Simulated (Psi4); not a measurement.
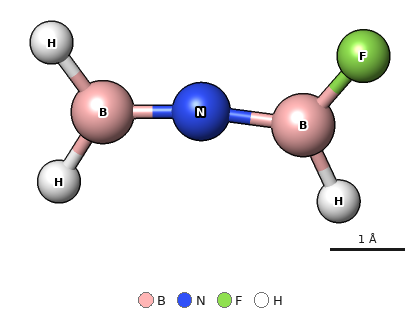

Figure 1. The structure (ball-and-stick view, seen at a tilt). Bond lengths as drawn: B–F 1.35 Å, B–H 1.21 to 1.22 Å and B–N 1.35 to 1.40 Å.

Run report: B₂NH₃F, excited-state calculation

B₂NH₃F, multiplicity 2, computed with TDDFT (SVWN-RPA)/3-21G, UKS (Psi4 1.11).

The geometry was optimised with SVWN-RPA/3-21G (4 decimals).

Input file (b2fh3n.py)
```python
import psi4
from rdkit import Chem

psi4.set_memory(1600000000)
psi4.set_num_threads(1)
psi4.set_output_file('psi4.out', False)

rd = Chem.SDMolSupplier('b2fh3n.sdf', removeHs=False, sanitize=False)[0]
xyz = rd.GetConformer().GetPositions()
atoms = '\n'.join(f'{a.GetSymbol()} {x:.4f} {y:.4f} {z:.4f}' for a, (x, y, z) in zip(rd.GetAtoms(), xyz))
mol = psi4.geometry('0 2\n' + atoms + '\nsymmetry c1')

psi4.set_options({
    'basis': '3-21G',
    'reference': 'uks',
    'save_jk': True,
})

from psi4.driver.procrouting.response.scf_response import tdscf_excitations
e, wfn = psi4.energy('svwn', molecule=mol, return_wfn=True)
states = tdscf_excitations(wfn, states=4, tda=False)
for k, s in enumerate(states, 1):
    print(f"root {k}: {s['EXCITATION ENERGY'] * 27.211386:.4f} eV  f = {s['OSCILLATOR STRENGTH (LEN)']:.4f}  {s['SYMMETRY']}")
print(f'total energy {e:.8f} hartree = {e * 27.211386:.5f} eV')
```

File b2fh3n.sdf
```

     RDKit          3D

  7  6  0  0  0  0  0  0  0  0999 V2000
   -0.8936    1.0543   -0.2253 B   0  0  0  0  0  0  0  0  0  0  0  0
   -0.1225   -0.0303   -0.0106 N   0  0  0  0  0  2  0  0  0  0  0  0
    0.7959   -1.0835    0.0538 B   0  0  0  0  0  0  0  0  0  0  0  0
    0.6805   -2.0837    0.9508 F   0  0  0  0  0  0  0  0  0  0  0  0
   -0.6448    1.8758   -1.0926 H   0  0  0  0  0  0  0  0  0  0  0  0
   -1.8908    1.2767    0.4406 H   0  0  0  0  0  0  0  0  0  0  0  0
    1.7259   -1.1001   -0.7202 H   0  0  0  0  0  0  0  0  0  0  0  0
  2  1  1  0
  3  2  1  0
  4  3  1  0
  5  1  1  0
  6  1  1  0
  7  3  1  0
M  RAD  1   2   2
M  END
$$$$
```

Run on 1 thread of AMD EPYC (Zen 5), 16 GiB of memory available, shared host.

Command:
```bash
python b2fh3n.py
```

Log
```
Psi4 1.11 release

   => Loading Basis Set <=

    Name: 3-21G
    Role: ORBITAL
    Keyword: BASIS

         ---------------------------------------------------------
                                   SCF
                              UKS Reference
                        1 Threads,   1525 MiB Core
         ---------------------------------------------------------

  ==> Geometry <==

    Molecular point group: c1
    Full point group: C1

    Geometry (in Angstrom), charge = 0, multiplicity = 2:

       Center              X                  Y                   Z               Mass
    ------------   -----------------  -----------------  -----------------  -----------------
         B           -1.054193031255     1.713533780041    -0.477596981980    11.009305360000
         N           -0.283093031255     0.628933780041    -0.262896981980    14.003074004430
         B            0.635306968745    -0.424266219959    -0.198496981980    11.009305360000
         F            0.519906968745    -1.424466219959     0.698503018020    18.998403162730
         H           -0.805393031255     2.535033780041    -1.344896981980     1.007825032230
         H           -2.051393031255     1.935933780041     0.188303018020     1.007825032230
         H            1.565306968745    -0.440866219959    -0.972496981980     1.007825032230

  Running in c1 symmetry.

  Rotational constants: A =      1.59212  B =      0.13535  C =      0.12474 [cm^-1]
  Rotational constants: A =  47730.63470  B =   4057.58124  C =   3739.67177 [MHz]
  Nuclear repulsion =   88.309587367592513

  Charge       = 0
  Multiplicity = 2
  Electrons    = 29
  Nalpha       = 15
  Nbeta        = 14

  ==> Algorithm <==

  SCF Algorithm Type is DF.
  DIIS enabled.
  MOM disabled.
  Fractional occupation disabled.
  Guess Type is SAD.
  Energy threshold   = 1.00e-06
  Density threshold  = 1.00e-06
  Integral threshold = 1.00e-12

  ==> Primary Basis <==

  Basis Set: 3-21G
    Blend: 3-21G
    Number of shells: 26
    Number of basis functions: 42
    Number of Cartesian functions: 42
    Spherical Harmonics?: false
    Max angular momentum: 1

  ==> DFT Potential <==

   => LibXC <=

    Version 7.1.2

   => Composite Functional: SVWN <=

    Slater exchange
    Vosko, Wilk & Nusair (VWN5_RPA)

    Deriv               =              1
    GGA                 =          FALSE
    Meta                =          FALSE

    Exchange Hybrid     =          FALSE
    MP2 Hybrid          =          FALSE

   => Exchange Functionals <=

    1.0000         XC_LDA_X

   => Correlation Functionals <=

    1.0000   XC_LDA_C_VWN_RPA

   => LibXC Density Thresholds  <==

    XC_LDA_C_VWN_RPA:  1.00E-15
    XC_LDA_X:  1.00E-15

   => Molecular Quadrature <=

    Radial Scheme          =       TREUTLER
    Pruning Scheme         =           NONE
    Nuclear Scheme         =       TREUTLER

    Blocking Scheme        =         OCTREE
    BS radius alpha        =              1
    Pruning alpha          =              1
    Radial Points          =             75
    Spherical Points       =            302
    Total Points           =         150801
    Total Blocks           =           1207
    Max Points             =            255
    Max Functions          =             41
    Weights Tolerance      =       1.00E-15

   => Loading Basis Set <=

    Name: (3-21G AUX)
    Role: JKFIT
    Keyword: DF_BASIS_SCF

  ==> Integral Setup <==

  DFHelper Memory: AOs need 0.007 GiB; user supplied 1.081 GiB.
  SCF_SUBTYPE=INCORE selected. In-core MEM_DF algorithm will be used.
  Using in-core AOs.

  ==> MemDFJK: Density-Fitted J/K Matrices <==

    J tasked:                   Yes
    K tasked:                    No
    wK tasked:                   No
    Memory [MiB]:              1107
    Algorithm:                 Core
    Schwarz Cutoff:           1E-12
    Mask sparsity (%):       2.8345
    Fitting Condition:        1E-10

   => Auxiliary Basis Set <=

  Basis Set: (3-21G AUX)
    Blend: DEF2-UNIVERSAL-JKFIT
    Number of shells: 118
    Number of basis functions: 424
    Number of Cartesian functions: 424
    Spherical Harmonics?: false
    Max angular momentum: 4

  Cached 100.0% of DFT collocation blocks in 0.036 [GiB].

  Minimum eigenvalue in the overlap matrix is 3.3816137379E-02.
  Reciprocal condition number of the overlap matrix is 9.0460773946E-03.
    Using symmetric orthogonalization.

  ==> Pre-Iterations <==

  SCF Guess: Superposition of Atomic Densities via on-the-fly atomic UHF (no occupation information).

   -------------------------
    Irrep   Nso     Nmo
   -------------------------
     A         42      42
   -------------------------
    Total      42      42
   -------------------------

  ==> Iterations <==

                           Total Energy        Delta E     RMS |[F,P]|

   @DF-UKS iter SAD:  -203.25683703035298   -2.03257e+02   0.00000e+00
   @DF-UKS iter   1:  -203.74182162451388   -4.84985e-01   1.51855e-02 DIIS/ADIIS
   @DF-UKS iter   2:  -203.18362341814611    5.58198e-01   2.70949e-02 DIIS/ADIIS
   @DF-UKS iter   3:  -203.91686867108567   -7.33245e-01   4.05920e-03 DIIS/ADIIS
   @DF-UKS iter   4:  -203.92764586176762   -1.07772e-02   2.48219e-03 DIIS/ADIIS
   @DF-UKS iter   5:  -203.93217159712708   -4.52574e-03   7.77948e-04 DIIS/ADIIS
   @DF-UKS iter   6:  -203.93258086371037   -4.09267e-04   2.62781e-04 DIIS/ADIIS
   @DF-UKS iter   7:  -203.93263688771893   -5.60240e-05   9.50676e-05 DIIS
   @DF-UKS iter   8:  -203.93264756138689   -1.06737e-05   1.23046e-05 DIIS
   @DF-UKS iter   9:  -203.93264781246680   -2.51080e-07   2.83953e-06 DIIS
   @DF-UKS iter  10:  -203.93264781977311   -7.30631e-09   9.63114e-07 DIIS
  Energy and wave function converged.

  ==> Post-Iterations <==

   Electrons on quadrature grid:
      Nalpha   =   14.9999940292 ; deviation = -5.971e-06
      Nbeta    =   13.9999929810 ; deviation = -7.019e-06
      Ntotal   =   28.9999870102 ; deviation = -1.299e-05

   @Spin Contamination Metric:   2.685516200E-03
   @S^2 Expected:                7.500000000E-01
   @S^2 Observed:                7.526855162E-01
   @S   Expected:                5.000000000E-01
   @S   Observed:                5.000000000E-01

    Orbital Energies [Eh]
    ---------------------

    Alpha Occupied:

       1A    -24.005659     2A    -13.844343     3A     -6.474001
       4A     -6.421830     5A     -1.116378     6A     -0.805761
       7A     -0.555990     8A     -0.477577     9A     -0.442375
      10A     -0.419248    11A     -0.412223    12A     -0.376208
      13A     -0.328939    14A     -0.327722    15A     -0.245459

    Alpha Virtual:

      16A     -0.108197    17A      0.001305    18A      0.098692
      19A      0.129822    20A      0.136691    21A      0.171297
      22A      0.211997    23A      0.253784    24A      0.313664
      25A      0.343366    26A      0.390585    27A      0.416441
      28A      0.458325    29A      0.478865    30A      0.556918
      31A      0.906025    32A      0.998628    33A      1.025228
      34A      1.057101    35A      1.068101    36A      1.237350
      37A      1.751337    38A      1.771638    39A      1.892746
      40A      1.916888    41A      2.265252    42A      3.438823

    Beta Occupied:

       1A    -24.004858     2A    -13.830794     3A     -6.474333
       4A     -6.422396     5A     -1.114795     6A     -0.779371
       7A     -0.546062     8A     -0.473715     9A     -0.433289
      10A     -0.410299    11A     -0.407059    12A     -0.357998
      13A     -0.323214    14A     -0.314421

    Beta Virtual:

      15A     -0.204584    16A     -0.108095    17A      0.009087
      18A      0.104963    19A      0.138159    20A      0.143738
      21A      0.177866    22A      0.224864    23A      0.263017
      24A      0.318143    25A      0.343204    26A      0.397827
      27A      0.415959    28A      0.461927    29A      0.482777
      30A      0.558808    31A      0.915856    32A      1.017879
      33A      1.036534    34A      1.075769    35A      1.085760
      36A      1.280479    37A      1.752230    38A      1.782368
      39A      1.896608    40A      1.919809    41A      2.293131
      42A      3.440746

    Final Occupation by Irrep:
              A
    DOCC [    14 ]
    SOCC [     1 ]
    NA   [    15 ]
    NB   [    14 ]

  @DF-UKS Final Energy:  -203.93264781977311

   => Energetics <=

    Nuclear Repulsion Energy =             88.3095873675925134
    One-Electron Energy =                -454.8650461100321536
    Two-Electron Energy =                 187.9708277524264304
    DFT Exchange-Correlation Energy =     -25.3480168297598674
    Empirical Dispersion Energy =           0.0000000000000000
    VV10 Nonlocal Energy =                  0.0000000000000000
    Total Energy =                       -203.9326478197731092

  UHF NO Occupations:
  HONO-2 :   13  A 1.9996432
  HONO-1 :   14  A 1.9993886
  HONO-0 :   15  A 1.0000000
  LUNO+0 :   16  A 0.0006114
  LUNO+1 :   17  A 0.0003568
  LUNO+2 :   18  A 0.0001465
  LUNO+3 :   19  A 0.0001269

Computation Completed

Properties will be evaluated at   0.000000,   0.000000,   0.000000 [a0]

Properties computed using the SCF density matrix

 Multipole Moments:

 ------------------------------------------------------------------------------------
     Multipole            Electronic (a.u.)      Nuclear  (a.u.)        Total (a.u.)
 ------------------------------------------------------------------------------------

 L = 1.  Multiply by 2.5417464519 to convert [e a0] to [Debye]
 Dipole X            :          1.2646852           -1.3008835           -0.0361983
 Dipole Y            :         -3.6115619            3.8905296            0.2789678
 Dipole Z            :          1.8169749           -2.0093694           -0.1923945
 Magnitude           :                                                    0.3408063

 ------------------------------------------------------------------------------------

	total time  =          1 seconds =       0.02 minutes

******************************************************************************************
**********                               WARNING                                **********
**********       The names of excited state variables changed between 1.5       **********
**********     and 1.6. For a quick solution, remove the symmetry specifier     **********
**********   from the variable name. For full details, see 'Notes on Psivars'   **********
**********                        in the documentation.                         **********
******************************************************************************************

         ---------------------------------------------------------
                         TDSCF excitation energies
         ---------------------------------------------------------

  ==> Options <==

     Residual threshold  : 1.0000e-04
     Initial guess       : denominators
     Reference           : UHF
     Solver type         : RPA (Hamiltonian)

  ==> Requested Excitations <==

      4 singlet states with A symmetry

  ==> Seeking the lowest 4 singlet states with A symmetry

                        Generalized Hamiltonian Solver

  ==> Options <==

    Max number of iterations        = 60
    Eigenvector tolerance           = 1.0000e-04
    Max number of expansion vectors = 800

  => Iterations <=
                              Max[D[value]]     Max[|R|]   # vectors
  HamiltonianSolver iter   1:   1.85691e-01  1.69880e-01     16
  HamiltonianSolver iter   2:   1.20272e-02  8.28728e-02     20
  HamiltonianSolver iter   3:   1.89036e-03  2.62681e-02     28
  HamiltonianSolver iter   4:   1.60810e-04  7.15635e-03     36
  HamiltonianSolver iter   5:   1.42443e-05  1.77884e-03     44
  HamiltonianSolver iter   6:   5.93420e-07  4.06298e-04     48
  HamiltonianSolver iter   7:   2.43310e-08  1.43899e-04     50
  HamiltonianSolver iter   8:   1.72737e-09  9.90777e-05     52      Converged

******************************************************************************************
**********                               WARNING                                **********
**********  Length-gauge rotatory strengths are **NOT** gauge-origin invariant  **********
******************************************************************************************

                                    Excitation Energy         Total Energy        Oscillator Strength             Rotatory Strength
     #   Sym: GS->ES (Trans)        au              eV              au          au (length)    au (velocity)    au (length)    au (velocity)
    ---- -------------------- --------------- --------------- --------------- --------------- --------------- --------------- ---------------
     1        A->A (1 A)       0.10945         2.97818        -203.82320       0.0001          0.0006          0.0000          0.0000
     2        A->A (1 A)       0.12531         3.40973        -203.80734       0.0199          0.0188         -0.0000         -0.0000
     3        A->A (1 A)       0.13724         3.73448        -203.79541       0.0006          0.0014          0.0000         -0.0000
     4        A->A (1 A)       0.17160         4.66942        -203.76105       0.0590          0.0576         -0.0000         -0.0000

Contributing excitations and de-excitations
Only contributions with abs(coeff) > 1.00e-01 will be printed:

Excited State    1 (1 A):   0.10945 au   416.31 nm f = 0.0001
Alpha orbitals:
  Sums of squares: Xssq =  7.580927e-03; Yssq =  6.972794e-04; Xssq - Yssq =  6.883647e-03
Beta orbitals:
  Sums of squares: Xssq =  9.931383e-01; Yssq =  2.193509e-05; Xssq - Yssq =  9.931164e-01
     14a (b) ->  15a (b)   -0.996525 (99.306%)

Excited State    2 (1 A):   0.12531 au   363.62 nm f = 0.0199
Alpha orbitals:
  Sums of squares: Xssq =  3.347605e-03; Yssq =  9.049890e-04; Xssq - Yssq =  2.442616e-03
Beta orbitals:
  Sums of squares: Xssq =  9.990076e-01; Yssq =  1.450208e-03; Xssq - Yssq =  9.975574e-01
     12a (b) ->  15a (b)   -0.111634 ( 1.246%)
     13a (b) ->  15a (b)    0.990585 (98.126%)

Excited State    3 (1 A):   0.13724 au   332.00 nm f = 0.0006
Alpha orbitals:
  Sums of squares: Xssq =  9.953058e-01; Yssq =  9.939037e-06; Xssq - Yssq =  9.952959e-01
     15a (a) ->  16a (a)   -0.997624 (99.525%)
Beta orbitals:
  Sums of squares: Xssq =  4.852020e-03; Yssq =  1.479042e-04; Xssq - Yssq =  4.704115e-03

Excited State    4 (1 A):   0.17160 au   265.52 nm f = 0.0590
Alpha orbitals:
  Sums of squares: Xssq =  4.103427e-02; Yssq =  3.635772e-03; Xssq - Yssq =  3.739850e-02
     14a (a) ->  16a (a)    0.156816 ( 2.459%)
Beta orbitals:
  Sums of squares: Xssq =  9.667706e-01; Yssq =  4.169071e-03; Xssq - Yssq =  9.626015e-01
     12a (b) ->  15a (b)   -0.953568 (90.929%)
     14a (b) ->  16a (b)    0.200045 ( 4.002%)

******************************************************************************************
**********                               WARNING                                **********
**********       The names of excited state variables changed between 1.5       **********
**********     and 1.6. For a quick solution, remove the symmetry specifier     **********
**********   from the variable name. For full details, see 'Notes on Psivars'   **********
**********                        in the documentation.                         **********
******************************************************************************************
```

Standard output
```
root 1: 2.9782 eV  f = 0.0001  A
root 2: 3.4097 eV  f = 0.0199  A
root 3: 3.7345 eV  f = 0.0006  A
root 4: 4.6694 eV  f = 0.0590  A
total energy -203.93264782 hartree = -5549.29000 eV
```

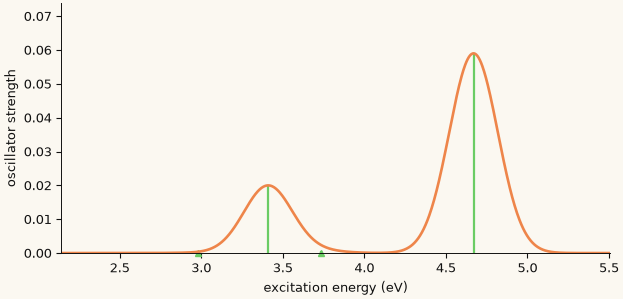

Figure 2. Computed excitations as sticks (degenerate states added up, dark ones marked on the axis), with a Gaussian envelope of 0.35 eV full width at half maximum, scaled to the tallest. Of the 4 states the lowest lies at 2.98 eV (f = 0.000); the strongest line is at 4.67 eV, or 266 nm (f = 0.059).

Results in brief

```tsv
quantity	value
outcome	converged
total energy	−203.932648 hartree
basis functions	42
⟨S²⟩	0.753
dipole moment	0.87 D
lowest excitation	2.98 eV
wall time	7.8 s
peak memory	0.28 GiB
```
